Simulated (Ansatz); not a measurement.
# SiNH2 (quartet): wave-function methods side by side at a displaced geometry (v2), cc-pVDZ

How much of the correlation energy of SiNH2 (quartet) does each wave-function method recover here?

Program: Ansatz 0.2.0, Gaussian basis. Level of theory: cc-pVDZ, core rule «outside noble gas», up to 6 orbitals frozen. These are calculated values, not measurements.

To be run: UHF; CCSD(T) on ROHF; CCSD(T) on UHF; BCCD(T) on ROHF; CISD as a restricted active space (open shells left free, so some higher excitations enter); CCSDT(Q) on ROHF; CCSDT(Q) on UHF; CASSCF and MRCISD+Q, 11 electrons in 10 orbitals; CASSCF and NEVPT2, 11 electrons in 10 orbitals.

20 further runs of the same task are left out: 2 for a known fault of the program, 6 that didn't finish, 12 set aside as unsound or not needed. Runs told in other sessions of the task aren't counted.

## (1) The system

The geometry is a PBE0/def2-TZVP stationary point (not a proven minimum) with its atoms shifted at random (size 0.100 Å).

4 atoms, charge 0, spin multiplicity 4.

Atoms are counted from 1 here; the program's logs count them from 0.

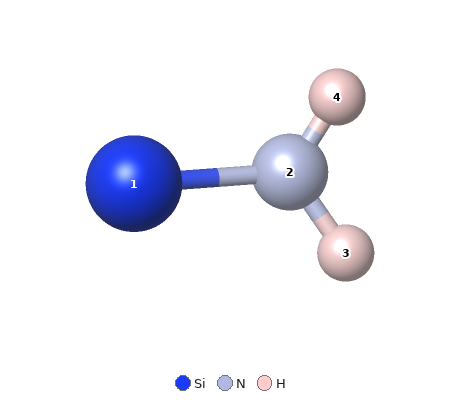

The geometry (silicon blue, nitrogen light blue, hydrogen pink); atoms are numbered from 1 in the order of the file.

In the tables R marks a restricted open-shell determinant and U an unrestricted one; 'valence' is the active space of 11 electrons in 10 orbitals; energies count from the table's Hartree-Fock row.

## (2) UHF

Contents of in.yaml:

```yaml
crystal:
  periodic: [false, false, false]
  atoms:
    - {symbol: Si, position_ang: [0.054491, -0.000297, 0.646913]}
    - {symbol: N, position_ang: [-0.110383, 0.008077, -1.067496]}
    - {symbol: H, position_ang: [-0.033763, -0.877153, -1.604827]}
    - {symbol: H, position_ang: [0.049346, 0.773189, -1.586613]}
basis:
  gaussian: {orbitals: cc-pVDZ}
magnetization: {spin_polarized: true, initial_magnetization: 3}
hamiltonian: {xc: hf}
output: {orbitals: {seedname: orbitals}}
```

Launch:

```bash
> ansatz run in.yaml --threads 1 --pin off --events-out ev --progress --plain --max-ram 2393MiB
```

Standard output:

```text
Functional definition: HF
  name "HF"
  cite "Fock, Z. Phys. 61, 126 (1930) doi:10.1007/BF01340294"
  parent pbe
  exchange = exact_x
  correlation = 0
406 factors; integrals over basis functions are off by at most 1.3e-3 eV
mean field evaluation 1: about -9370.1588 eV, gradient 1.6e1 eV
mean field evaluation 2: about -9370.2068 eV, gradient 1.6e1 eV
mean field evaluation 4: about -9371.9392 eV, gradient 3.1e0 eV
mean field evaluation 8: about -9372.1773 eV, gradient 4.7e-1 eV
mean field evaluation 16: about -9367.8105 eV, gradient 2.1e1 eV
mean field evaluation 32: about -9371.0189 eV, gradient 5.6e-1 eV
mean field -9372.18819561 eV, -344.4215634913 hartree, gradient 2.4e-5 eV, S^2 3.754015; 0 other end points of the search recorded, 0 dependent functions left out
reference -9372.18819561 eV, -344.4215634913 hartree; 13, 10 occupied and 29, 32 virtual orbitals, 406 factors
Total energy: -9372.18819561 eV, -344.4215634913 hartree
```

Run time: 0.77 s. Hardware: 1 thread of Arm Neoverse V2, shared host.

From the report: ⟨S²⟩ of the determinant 3.754 (pure quartet: 3.75).

## (3) CCSD(T) on ROHF

Changes to in.yaml since step 2:

```diff
@@ -9,4 +9,4 @@
   gaussian: {orbitals: cc-pVDZ}
-magnetization: {spin_polarized: true, initial_magnetization: 3}
-hamiltonian: {xc: hf}
-output: {orbitals: {seedname: orbitals}}
+magnetization: {spin_polarized: false, initial_magnetization: 3}
+correlation: {method: ccsd_t, electrons: outside_noble_gas}
+output: {forces: true}
```

Same command.

Standard output (excerpt; [...] marks lines left out):

```text
Functional definition: HF
  name "HF"
  cite "Fock, Z. Phys. 61, 126 (1930) doi:10.1007/BF01340294"
  parent pbe
[...]
406 factors; integrals over basis functions are off by at most 1.3e-3 eV
[...]
mean field -9372.14950594 eV, -344.4201416722 hartree, gradient 3.1e-6 eV, S^2 3.750000; 2 other end points of the search recorded, 0 dependent functions left out
6 core orbitals not correlated: weight in the atoms' cores, before any rotation towards them, 1.000 or more for the frozen orbitals, at most 0.000 for the correlated occupied ones
reference -9372.14950594 eV, -344.4201416722 hartree; 7, 4 occupied and 29, 32 virtual orbitals, 406 factors
second order -5.75792638 eV of doubles, -0.02246857 eV of singles
cycle   1  -6.08929072 eV  change   -3.1e-1 eV  update   6.0e-2
[...]
cycle  15  -6.32146238 eV  change   -1.2e-6 eV  update   9.6e-7
perturbative correction -0.16027510 eV, -0.0058900011 hartree
[...]
Total energy: -9378.63124342 eV, -344.6583411311 hartree
Atom 0 at     0.054491    -0.000297     0.646913 Å, force     0.264932     0.006094     1.373101 eV/Å
Atom 1 at    -0.110383     0.008077    -1.067496 Å, force    -1.365175    -4.602566     0.486961 eV/Å
Atom 2 at    -0.033763    -0.877153    -1.604827 Å, force     0.102671     0.782663     0.578825 eV/Å
Atom 3 at     0.049346     0.773189    -1.586613 Å, force     0.997572     3.813808    -2.438887 eV/Å
Dipole moment:     0.053180    -0.024221    -0.262393 e Å
```

Wall time 2.3 s (1 thread of Arm Neoverse V2, shared host).

From the report: correlation -6.4817 eV; T1 0.025; largest double amplitude 0.05.

## (4) CCSD(T) on UHF

Changes to in.yaml since step 3:

```diff
@@ -9,3 +9,3 @@
   gaussian: {orbitals: cc-pVDZ}
-magnetization: {spin_polarized: false, initial_magnetization: 3}
+magnetization: {spin_polarized: true, initial_magnetization: 3}
 correlation: {method: ccsd_t, electrons: outside_noble_gas}
```

Launched as before.

Standard output (excerpt; [...] marks lines left out):

```text
Functional definition: HF
  name "HF"
  cite "Fock, Z. Phys. 61, 126 (1930) doi:10.1007/BF01340294"
  parent pbe
[...]
406 factors; integrals over basis functions are off by at most 1.3e-3 eV
[...]
mean field -9372.18819561 eV, -344.4215634913 hartree, gradient 5.9e-6 eV, S^2 3.754015; 2 other end points of the search recorded, 0 dependent functions left out
6 core orbitals not correlated: weight in the atoms' cores, before any rotation towards them, 1.000 or more for the frozen orbitals, at most 0.000 for the correlated occupied ones
reference -9372.18819561 eV, -344.4215634913 hartree; 7, 4 occupied and 29, 32 virtual orbitals, 406 factors
second order -5.74752828 eV of doubles, -0.00000000 eV of singles
cycle   1  -6.05909273 eV  change   -3.1e-1 eV  update   5.8e-2
[...]
cycle  15  -6.28405417 eV  change   -1.6e-6 eV  update   1.2e-6
perturbative correction -0.15926589 eV, -0.0058529137 hartree
[...]
Total energy: -9378.63151568 eV, -344.6583511363 hartree
Atom 0 at     0.054491    -0.000297     0.646913 Å, force     0.265354     0.006079     1.374073 eV/Å
Atom 1 at    -0.110383     0.008077    -1.067496 Å, force    -1.366810    -4.602434     0.486637 eV/Å
Atom 2 at    -0.033763    -0.877153    -1.604827 Å, force     0.103243     0.782644     0.578499 eV/Å
Atom 3 at     0.049346     0.773189    -1.586613 Å, force     0.998213     3.813710    -2.439208 eV/Å
Dipole moment:     0.053001    -0.024209    -0.262464 e Å
```

Wall time 2.6 s (1 thread of Arm Neoverse V2, shared host).

From the report: ⟨S²⟩ of the determinant 3.754 (pure quartet: 3.75); correlation -6.4433 eV; T1 0.021; largest double amplitude 0.05.

## (5) BCCD(T) on ROHF

Changes to in.yaml since step 4:

```diff
@@ -9,4 +9,3 @@
   gaussian: {orbitals: cc-pVDZ}
-magnetization: {spin_polarized: true, initial_magnetization: 3}
-correlation: {method: ccsd_t, electrons: outside_noble_gas}
-output: {forces: true}
+magnetization: {spin_polarized: false, initial_magnetization: 3}
+correlation: {method: bccd_t, electrons: outside_noble_gas}
```

Launched as before.

Standard output (excerpt; [...] marks lines left out):

```text
Functional definition: HF
  name "HF"
  cite "Fock, Z. Phys. 61, 126 (1930) doi:10.1007/BF01340294"
  parent pbe
[...]
406 factors; integrals over basis functions are off by at most 1.3e-3 eV
[...]
mean field -9372.14950594 eV, -344.4201416722 hartree, gradient 3.1e-6 eV, S^2 3.750000; 2 other end points of the search recorded, 0 dependent functions left out
6 core orbitals not correlated: weight in the atoms' cores, before any rotation towards them, 1.000 or more for the frozen orbitals, at most 0.000 for the correlated occupied ones
reference -9372.14950594 eV, -344.4201416722 hartree; 7, 4 occupied and 29, 32 virtual orbitals, 406 factors
second order -5.75792638 eV of doubles, -0.02246857 eV of singles
cycle   1  -6.10738510 eV  change   -3.3e-1 eV  update   6.0e-2
[...]
cycle  13  -6.31106994 eV  change    2.1e-6 eV  update   5.5e-6
perturbative correction -0.16975260 eV, -0.0062382930 hartree
Total energy: -9378.63032848 eV, -344.6583075077 hartree
```

Run time: 1.2 s. Hardware: 1 thread of Arm Neoverse V2, shared host.

From the report: correlation -6.4808 eV; largest double amplitude 0.05.

## (6) CISD as a restricted active space (open shells left free, so some higher excitations enter)

Changes to in.yaml since step 5:

```diff
@@ -10,2 +10,2 @@
 magnetization: {spin_polarized: false, initial_magnetization: 3}
-correlation: {method: bccd_t, electrons: outside_noble_gas}
+correlation: {active_space: {ras: {orbitals: [4, 3, 29], electrons: 11, max_holes: 2, max_particles: 2}, fixed_orbitals: true}}
```

The command is unchanged.

Standard output:

```text
Functional definition: HF
  name "HF"
  cite "Fock, Z. Phys. 61, 126 (1930) doi:10.1007/BF01340294"
  parent pbe
  exchange = exact_x
  correlation = 0
406 factors; integrals over basis functions are off by at most 1.3e-3 eV
mean field evaluation 1: about -9370.1320 eV, gradient 2.2e1 eV
mean field evaluation 2: about -9370.1751 eV, gradient 2.2e1 eV
mean field evaluation 4: about -9371.9977 eV, gradient 4.4e0 eV
mean field evaluation 8: about -9372.1494 eV, gradient 1.0e-1 eV
mean field evaluation 16: about -9370.5594 eV, gradient 6.1e0 eV
mean field -9372.14950594 eV, -344.4201416722 hartree, gradient 3.1e-6 eV, S^2 3.750000; 2 other end points of the search recorded, 0 dependent functions left out
reference -9372.14950594 eV, -344.4201416722 hartree; 13, 10 occupied and 29, 32 virtual orbitals, 406 factors
state -9378.10301311 eV, -344.6389290251 hartree
Total energy: -9378.10301311 eV, -344.6389290251 hartree
```

It took 3 s on 1 thread of Arm Neoverse V2, shared host.

From the report: 179,802 determinants.

## (7) CCSDT(Q) on ROHF

Changes to in.yaml since step 6:

```diff
@@ -10,2 +10,2 @@
 magnetization: {spin_polarized: false, initial_magnetization: 3}
-correlation: {active_space: {ras: {orbitals: [4, 3, 29], electrons: 11, max_holes: 2, max_particles: 2}, fixed_orbitals: true}}
+correlation: {method: ccsdt_q, electrons: outside_noble_gas}
```

Same command.

Standard output (excerpt; [...] marks lines left out):

```text
Functional definition: HF
  name "HF"
  cite "Fock, Z. Phys. 61, 126 (1930) doi:10.1007/BF01340294"
  parent pbe
[...]
801 factors; integrals over basis functions are off by at most 2.3e-7 eV
[...]
mean field -9372.14959500 eV, -344.4201449452 hartree, gradient 3.1e-6 eV, S^2 3.750000; 2 other end points of the search recorded, 0 dependent functions left out
6 core orbitals not correlated: weight in the atoms' cores, before any rotation towards them, 1.000 or more for the frozen orbitals, at most 0.000 for the correlated occupied ones
reference -9372.14959500 eV, -344.4201449452 hartree; 7, 4 occupied and 29, 32 virtual orbitals, 801 factors
second order -5.75792132 eV of doubles, -0.02246878 eV of singles
cycle   1  -6.08926171 eV  change   -3.1e-1 eV  update   6.8e-2
[...]
cycle  21  -6.49843090 eV  change    3.4e-7 eV  update   9.2e-7
perturbative correction -0.01371774 eV, -0.0005041177 hartree
Total energy: -9378.66174364 eV, -344.6594619936 hartree
```

Wall time 26 s (1 thread of Arm Neoverse V2, shared host); peak memory 0.36 GiB.

From the report: correlation -6.5121 eV; T1 0.027; largest double amplitude 0.05.

## (8) CCSDT(Q) on UHF

Changes to in.yaml since step 7:

```diff
@@ -9,3 +9,3 @@
   gaussian: {orbitals: cc-pVDZ}
-magnetization: {spin_polarized: false, initial_magnetization: 3}
+magnetization: {spin_polarized: true, initial_magnetization: 3}
 correlation: {method: ccsdt_q, electrons: outside_noble_gas}
```

Launched as before.

Standard output (excerpt; [...] marks lines left out):

```text
Functional definition: HF
  name "HF"
  cite "Fock, Z. Phys. 61, 126 (1930) doi:10.1007/BF01340294"
  parent pbe
[...]
801 factors; integrals over basis functions are off by at most 2.3e-7 eV
[...]
mean field -9372.18828447 eV, -344.4215667570 hartree, gradient 6.1e-6 eV, S^2 3.754014; 2 other end points of the search recorded, 0 dependent functions left out
6 core orbitals not correlated: weight in the atoms' cores, before any rotation towards them, 1.000 or more for the frozen orbitals, at most 0.000 for the correlated occupied ones
reference -9372.18828447 eV, -344.4215667570 hartree; 7, 4 occupied and 29, 32 virtual orbitals, 801 factors
second order -5.74752359 eV of doubles, -0.00000000 eV of singles
cycle   1  -6.05906396 eV  change   -3.1e-1 eV  update   6.6e-2
[...]
cycle  20  -6.46005626 eV  change   -3.7e-7 eV  update   1.4e-6
perturbative correction -0.01482039 eV, -0.0005446391 hartree
Total energy: -9378.66316112 eV, -344.6595140849 hartree
```

Run time: 23 s. Hardware: 1 thread of Arm Neoverse V2, shared host; peak memory 0.32 GiB.

From the report: ⟨S²⟩ of the determinant 3.754 (pure quartet: 3.75); correlation -6.4749 eV; T1 0.023; largest double amplitude 0.05.

## (9) CASSCF and MRCISD+Q, 11 electrons in 10 orbitals

Changes to in.yaml since step 8:

```diff
@@ -9,3 +9,3 @@
   gaussian: {orbitals: cc-pVDZ}
-magnetization: {spin_polarized: true, initial_magnetization: 3}
-correlation: {method: ccsdt_q, electrons: outside_noble_gas}
+magnetization: {spin_polarized: false, initial_magnetization: 3}
+correlation: {method: fic_mrcisd_q, electrons: outside_noble_gas, active_space: {window: {electrons: 11, orbitals: 10}, shells: [{species: H, l: s, shell: 1}, {species: "N", l: s, shell: 2}, {species: "N", l: p, shell: 2}, {species: Si, l: s, shell: 3}, {species: Si, l: p, shell: 3}]}}
```

Launched as before.

Standard output (excerpt; [...] marks lines left out):

```text
Functional definition: HF
  name "HF"
  cite "Fock, Z. Phys. 61, 126 (1930) doi:10.1007/BF01340294"
  parent pbe
[...]
801 factors; integrals over basis functions are off by at most 2.3e-7 eV
[...]
mean field -9372.14959500 eV, -344.4201449452 hartree, gradient 3.1e-6 eV, S^2 3.750000; 2 other end points of the search recorded, 0 dependent functions left out
reference -9372.14959500 eV, -344.4201449452 hartree; 13, 10 occupied and 29, 32 virtual orbitals, 801 factors
state -9374.17242885 eV, -344.4944827180 hartree
contracted CI cycle   1: correlation 0.00000000 eV, 0.0000000000 hartree, residual 1.95e1 eV
contracted CI cycle   2: correlation -4.02123630 eV, -0.1477777084 hartree, residual 3.81e0 eV
contracted CI cycle   3: correlation -4.18524456 eV, -0.1538049008 hartree, residual 9.07e-1 eV
contracted CI cycle   4: correlation -4.19515748 eV, -0.1541691940 hartree, residual 2.51e-1 eV
contracted CI cycle   5: correlation -4.19594326 eV, -0.1541980706 hartree, residual 7.16e-2 eV
contracted CI cycle   6: correlation -4.19600291 eV, -0.1542002628 hartree, residual 2.11e-2 eV
contracted CI cycle   7: correlation -4.19600798 eV, -0.1542004490 hartree, residual 5.33e-3 eV
contracted CI cycle   8: correlation -4.19600831 eV, -0.1542004612 hartree, residual 1.35e-3 eV
state -9374.17242885 eV, -344.4944827180 hartree; corrected -9378.61703569 eV, -344.6578190067 hartree
Total energy: -9378.61703569 eV, -344.6578190067 hartree
Checks for a lower state left out: starts, orbital_swaps
```

Wall time 10 s (1 thread of Arm Neoverse V2, shared host); peak memory 0.81 GiB.

From the report: 25,200 determinants; active occupations 2.00, 1.98, 1.98, 1.98, 1.00, 1.00, 1.00, 0.02, 0.02, 0.02.

## (10) CASSCF and NEVPT2, 11 electrons in 10 orbitals

Contents of in.yaml:

```yaml
crystal:
  periodic: [false, false, false]
  atoms:
    - {symbol: Si, position_ang: [0.054491, -0.000297, 0.646913]}
    - {symbol: N, position_ang: [-0.110383, 0.008077, -1.067496]}
    - {symbol: H, position_ang: [-0.033763, -0.877153, -1.604827]}
    - {symbol: H, position_ang: [0.049346, 0.773189, -1.586613]}
basis:
  gaussian: {orbitals: cc-pVDZ}
magnetization: {spin_polarized: false, initial_magnetization: 3}
correlation: {method: sc_nevpt2, electrons: outside_noble_gas, active_space: {window: {electrons: 11, orbitals: 10}, shells: [{species: H, l: s, shell: 1}, {species: "N", l: s, shell: 2}, {species: "N", l: p, shell: 2}, {species: Si, l: s, shell: 3}, {species: Si, l: p, shell: 3}]}}
```

Launched as before.

Standard output:

```text
Functional definition: HF
  name "HF"
  cite "Fock, Z. Phys. 61, 126 (1930) doi:10.1007/BF01340294"
  parent pbe
  exchange = exact_x
  correlation = 0
801 factors; integrals over basis functions are off by at most 2.3e-7 eV
mean field evaluation 1: about -9370.1343 eV, gradient 2.2e1 eV
mean field evaluation 2: about -9370.1741 eV, gradient 2.2e1 eV
mean field evaluation 4: about -9371.9980 eV, gradient 4.4e0 eV
mean field evaluation 8: about -9372.1495 eV, gradient 1.0e-1 eV
mean field evaluation 16: about -9370.5600 eV, gradient 6.1e0 eV
mean field -9372.14959500 eV, -344.4201449452 hartree, gradient 3.1e-6 eV, S^2 3.750000; 2 other end points of the search recorded, 0 dependent functions left out
reference -9372.14959500 eV, -344.4201449452 hartree; 13, 10 occupied and 29, 32 virtual orbitals, 801 factors
state -9374.17242885 eV, -344.4944827180 hartree
state -9374.17242885 eV, -344.4944827180 hartree; corrected -9377.61040298 eV, -344.6208259370 hartree
Total energy: -9377.61040298 eV, -344.6208259370 hartree
Checks for a lower state left out: starts, orbital_swaps
```

It took 4.1 s on 1 thread of Arm Neoverse V2, shared host.

From the report: 25,200 determinants; active occupations 2.00, 1.98, 1.98, 1.98, 1.00, 1.00, 1.00, 0.02, 0.02, 0.02.

## (11) How many determinants matter

Natural occupations of the CASSCF valence state about the gap (report; correlated orbitals 3 to 10): 1.978, 1.978, 1.002, 1.002, 1.000, 0.023, 0.020, 0.017. The count of effectively unpaired electrons, Σ n²(2 − n)², is 3.01; a single determinant of this spin has 3.

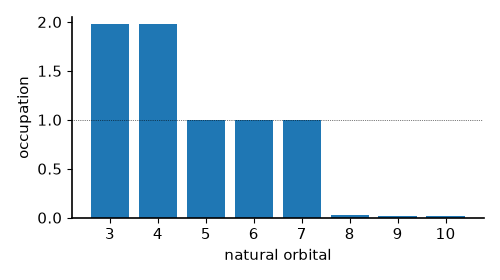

Natural occupations of the CASSCF valence state.

## (12) The ladder

The yardstick is UCCSDT(Q), where the cluster series has nearly closed. Rows without a time are mean-field rows or come out of runs for another level: lower rungs of the coupled-cluster runs, CASSCF and MRCISD of the multireference runs, or the Hartree-Fock search. The times of RCCSD(T), UCCSD(T) include forces.

Differences are taken before rounding.

```tsv
method	energy from the lowest ROHF (meV)	from UCCSDT(Q) (meV)	time
ROHF	0.0	+6513.7	
UHF	-38.7	+6475.0	
RMP2	-5780.4	+733.3	
UMP2	-5786.2	+727.4	
CISD	-5953.5	+560.1	3 s
RCCSD	-6321.5	+192.2	
UCCSD	-6322.7	+190.9	
RCCSD(T)	-6481.7	+31.9	2.3 s
UCCSD(T)	-6482.0	+31.6	2.6 s
BCCD(T)	-6480.8	+32.8	1.2 s
RCCSDT	-6498.5	+15.1	
UCCSDT	-6498.8	+14.8	
RCCSDT(Q)	-6512.2	+1.4	26 s
UCCSDT(Q)	-6513.7	0	23 s
CASSCF valence	-2022.9	+4490.7	
NEVPT2 valence	-5460.9	+1052.8	4.1 s
MRCISD valence	-6218.9	+294.7	
MRCISD+Q valence	-6467.5	+46.1	10 s
```

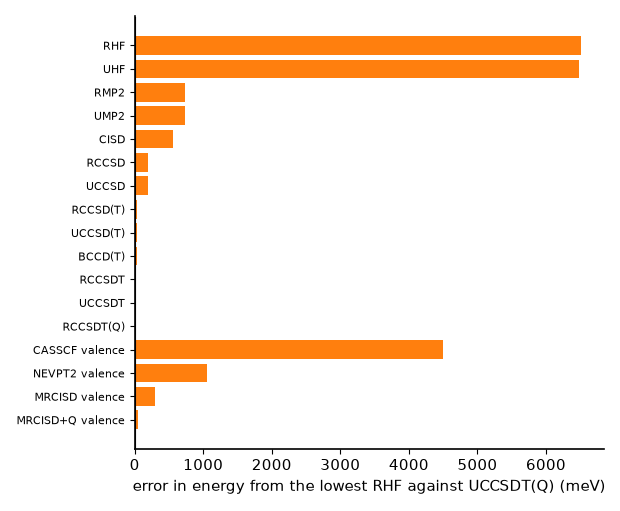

How far each level lands from UCCSDT(Q).

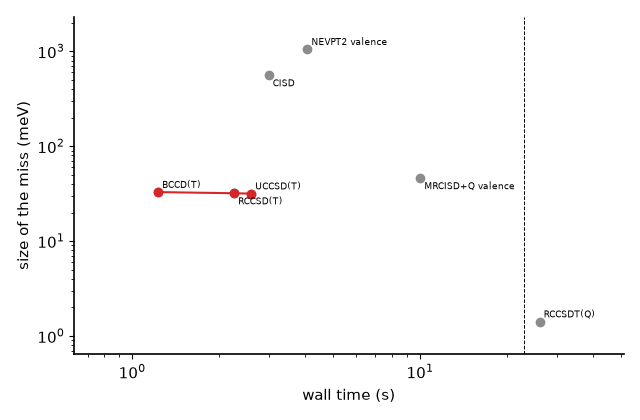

Accuracy for the time spent; red marks the levels that beat every quicker one drawn (of those quicker than the yardstick), and the dashed line is the time of UCCSDT(Q). Times are from a shared host.

## (13) Summary of results

| quantity | value |
| --- | --- |
| UCCSDT(Q) from the ROHF energy | -6.5137 eV |
| RMP2 from UCCSDT(Q) | +733.3 meV |
| UMP2 from UCCSDT(Q) | +727.4 meV |
| RCCSD from UCCSDT(Q) | +192.2 meV |
| RCCSD(T) from UCCSDT(Q) | +31.9 meV |
| UCCSD(T) from UCCSDT(Q) | +31.6 meV |
| RCCSDT(Q) from UCCSDT(Q) | +1.4 meV |
| NEVPT2 valence from UCCSDT(Q) | +1052.8 meV |
| MRCISD+Q valence from UCCSDT(Q) | +46.1 meV |
| levels within 1 kcal/mol (43 meV) | RCCSD(T), UCCSD(T), BCCD(T), RCCSDT, UCCSDT, RCCSDT(Q) |
| T1 diagnostic | 0.025 |
| effectively unpaired electrons | 3.01 |

RCCSD(T) lands +31.9 meV from the yardstick (0.5 % of the correlation energy). One determinant dominates. Of the multireference levels listed MRCISD+Q valence comes nearest in total energy (+46.1 meV), which doesn't show that its space is the better one. These misses are within one basis, not against nature; the frozen cores of restricted and unrestricted runs differ, which can shift their rows.

With open shells the CI space here admits some higher excitations, so it is larger than plain CISD.

For cost: UCCSD(T) gets within 31.6 meV in 2.6 s, where UCCSDT(Q) took 23 s; the quickest level in the cost chart, BCCD(T), takes 1.2 s and misses by 32.8 meV.
